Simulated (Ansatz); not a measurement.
**Cl$_{2}$F$_{2}$Ga$_{2}$H$_{2}$: density, localisation and related maps**

The calculation's input:

```
crystal:
  periodic: [false, false, false]
  atoms:
    - {symbol: F, position_ang: [2.735532, -0.003146, 0.171241]}
    - {symbol: Ga, position_ang: [1.253857, 0.552130, 0.903589]}
    - {symbol: Cl, position_ang: [-0.112752, -1.335340, 0.980411]}
    - {symbol: Ga, position_ang: [-1.353610, -0.476029, -0.796634]}
    - {symbol: F, position_ang: [-0.865425, -1.423042, -2.176804]}
    - {symbol: Cl, position_ang: [0.005997, 1.416763, -0.865935]}
    - {symbol: H, position_ang: [1.138689, 1.411317, 2.176946]}
    - {symbol: H, position_ang: [-2.802299, -0.142653, -0.392823]}
basis:
  gaussian: {orbitals: def2-TZVPP}
hamiltonian: {xc: pbe0, dispersion: d4}
output: {orbitals: {seedname: orbitals}}
```

Run with:

```sh
ansatz run in.yaml --threads 4 --pin off --events-out ev --progress --plain --max-ram 10444MiB
```

Geometry: PBE0-D4/def2-TZVP.

The calculation used Ansatz, RKS PBE0-D4/def2-TZVPP.

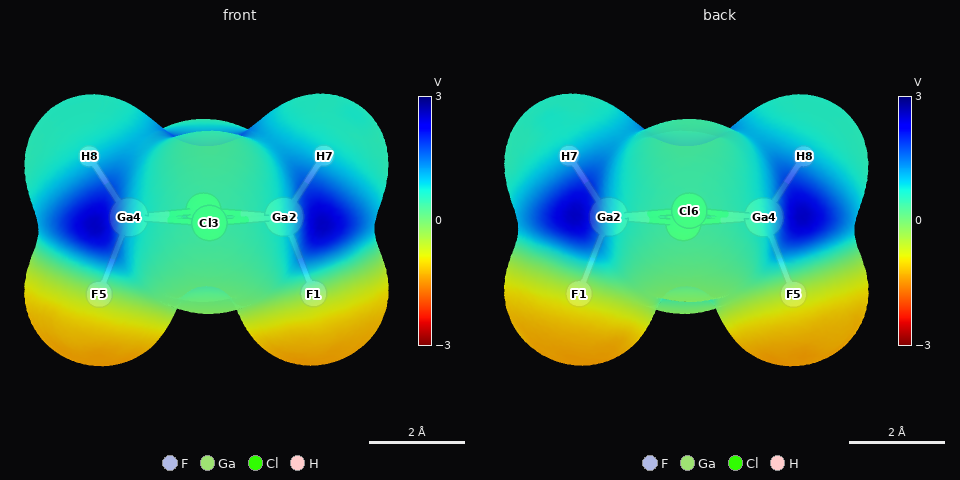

Figure 1. The molecular electrostatic potential painted on the density surface at 0.002 e/bohr³, seen from the front and from behind; the colour scale runs from red (negative) to blue (positive).

Question: Where is the surface potential most negative and most positive?

Answer: The most negative region (about −1.4 V) lies over F1 and F5, the most positive (about +2.5 V) over Ga2 and Ga4.

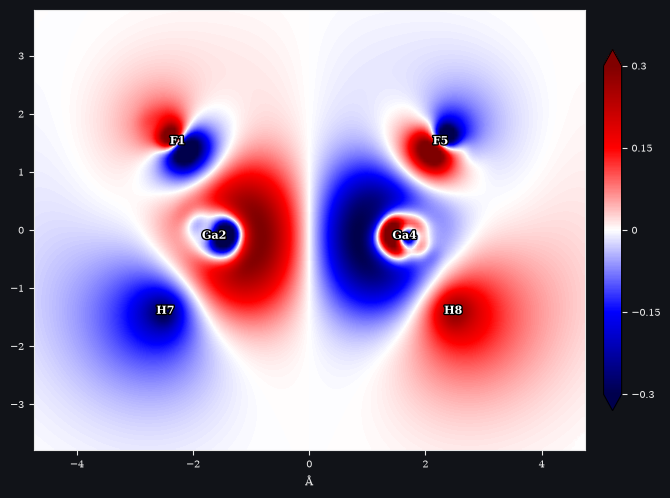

Figure 2. The LUMO on the plane of atoms F1, Ga2 and H7 (values in Å⁻³ᐟ²; the overall sign is arbitrary).

Question: What is the character of this orbital?

Answer: Its weight (Hirshfeld) is mainly on Ga2 (about 25 %), Ga4 (about 25 %), Cl3 (about 15 %), Cl6 (about 15 %), H8 (about 5 %) and H7 (about 5 %). Its energy is −0.81 eV.

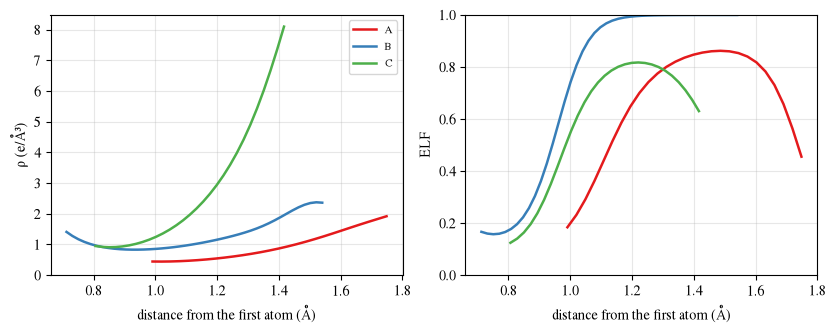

Figure 3. Total electron density and ELF along straight lines between neighbouring atoms. The curves leave out the atomic cores.

Question: Which curve belongs to which contact (Ga–Cl, Ga–F and Ga–H)? The first atom named is at distance zero.

Answer: Curve A: Ga–Cl (2.33 Å): ρ is about 0.51 e/Å³ halfway, with its minimum of 0.44 e/Å³ about 1.0 Å from Ga; the ELF peaks at about 0.85 in the valence shell of Cl, 0.8 Å from its nucleus, and is about 0.60 at the midpoint. Curve B: Ga–H (1.54 Å): ρ at the midpoint is about 1.1 e/Å³; the ELF climbs to about 1 towards the hydrogen. Curve C: Ga–F (1.74 Å): the density is about 0.92 e/Å³ at the midpoint; the ELF peaks at about 0.80 in the valence shell of F, 0.5 Å from its nucleus, and is about 0.20 at the midpoint.
